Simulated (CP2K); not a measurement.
Imidazole dihydrate has these distinct N atoms: N3 (bonded to 2 C and H) and N5 (bonded to 2 C, takes 1 H bond).

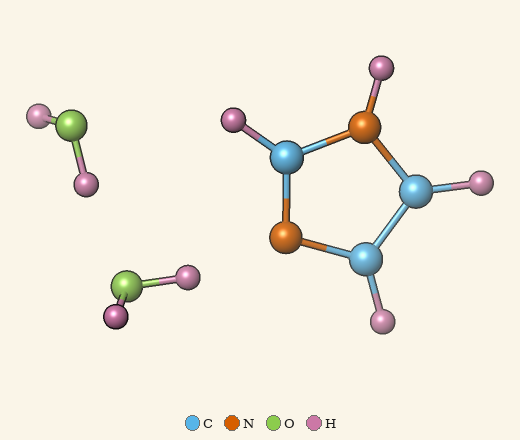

The molecule (carbon blue, nitrogen orange, oxygen green, hydrogen pink).

```xyz
15

C    -0.6789   -1.9470    0.3286
C    -0.2470   -2.4808   -0.8637
N     0.4562   -1.4643   -1.4821
C     0.4264   -0.3702   -0.6667
N    -0.2536   -0.6362    0.4423
O     0.6271    3.1544   -0.2413
O    -0.4234    1.6735    1.8623
H    -1.2694   -2.4232    1.1029
H    -0.3709   -3.4556   -1.3186
H     0.9084   -1.5153   -2.3885
H     0.8777    0.5873   -0.9149
H    -0.0521    3.7976   -0.5015
H     0.2362    2.6992    0.5507
H    -0.4123    0.7489    1.4645
H     0.1755    1.6318    2.6259
```

Their partial N K spectra (CP2K XAS_TDP, all-electron GAPW, PBEh(45%), aug-cc-pVDZ, TDA, GW2X-corrected core level, no relativity) are given in random order, each times the number of alike atoms.

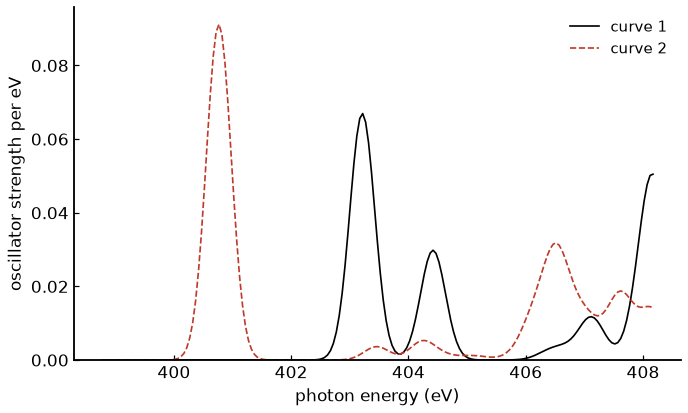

Gaussian full width 0.5 eV, oscillator strength per eV, alike atoms added, rows of zeros left out.

Which curve belongs to which atom?

Curve 1: N3 (bonded to 2 C and H), leading line at 403.21 eV (f = 0.036 an atom), ionisation energy 407.59 eV, term value 4.38 eV. Curve 2: N5 (bonded to 2 C, takes 1 H bond), leading line at 400.77 eV (f = 0.049 an atom), ionisation energy 405.45 eV, term value 4.68 eV. The leading line of an atom is its first one with 35 % of the strongest within 2.5 eV of its lowest line over the strength cut. A line lies at the core ionisation energy, which rises as an atom loses charge to its neighbours or to a π system, less the term value, which is large for a low π* or σ* orbital with weight on that atom.

[Banner, clock and machine lines of the logs are left out without a mark of their own.]

[Logs are printed without paths, hosts, clocks, repeated set-up lines and the standing remarks that a program may print on its own settings, such as how far it seeks lower states.]

[Hosts, paths, dates, database ids (printed as entryN), source tags and the programs' standing remarks are cut or masked in the printed files.]
